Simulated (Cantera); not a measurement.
Charge: 1 mol Cr2O3, 25 mol H2, held at 0.0110 bar.

These are equilibrium values from Cantera (NASA tables, ideal gas, pure condensed phases), not measurements of a reactor. Candidate condensed phases: Cr, Cr2O3, H2O; 13 gas species. Mutual solubility and eutectic melting of coexisting phases are not modelled. The numbers say what is thermodynamically allowed, not how fast it happens.

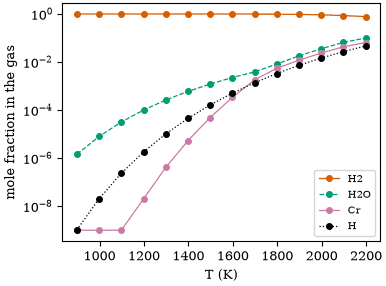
*Equilibrium gas composition (values under 1e-9 drawn at 1e-9)*

Task: Read off the mole fractions at 1898 K.

Result: H2 about 0.96, H2O about 0.018, Cr about 0.012, H about 0.0073.
